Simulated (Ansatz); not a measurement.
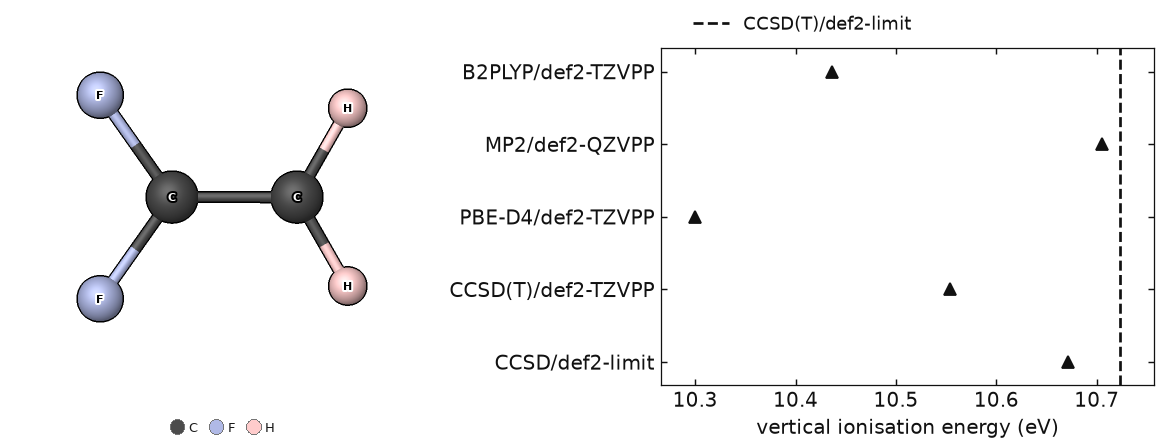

Vertical ionisation energy of C₂H₂F₂, SMILES C=C(F)F, taken as the energy of the cation less that of the neutral at fixed geometry (unrestricted doublet cation, cores frozen in correlated methods, no spin-orbit coupling), the Ansatz code, at a PBE0-D4/def2-TZVP geometry (a minimum by its frequencies). Limit means an estimate of the basis limit from triple and quadruple zeta; for coupled cluster it is either extrapolated directly or built as the MP2 limit plus the step from MP2 in triple zeta. B2PLYP/def2-TZVPP holds a correlation term that converges slowly with the basis, so part of the distance to the limit is basis error. The distance of MP2/def2-QZVPP and CCSD(T)/def2-TZVPP to the limit includes basis error.

### What range do the values span, the line included?

From 10.30 eV (PBE-D4/def2-TZVPP) to 10.72 eV (CCSD(T)/def2-limit).

### Give the values.

```
             level     eV  less CCSD(T)/def2-limit
 B2PLYP/def2-TZVPP  10.44                    −0.29
    MP2/def2-QZVPP  10.71                    −0.02
 PBE-D4/def2-TZVPP  10.30                    −0.42
CCSD(T)/def2-TZVPP  10.55                    −0.17
   CCSD/def2-limit  10.67                    −0.05
CCSD(T)/def2-limit  10.72                     0.00
```
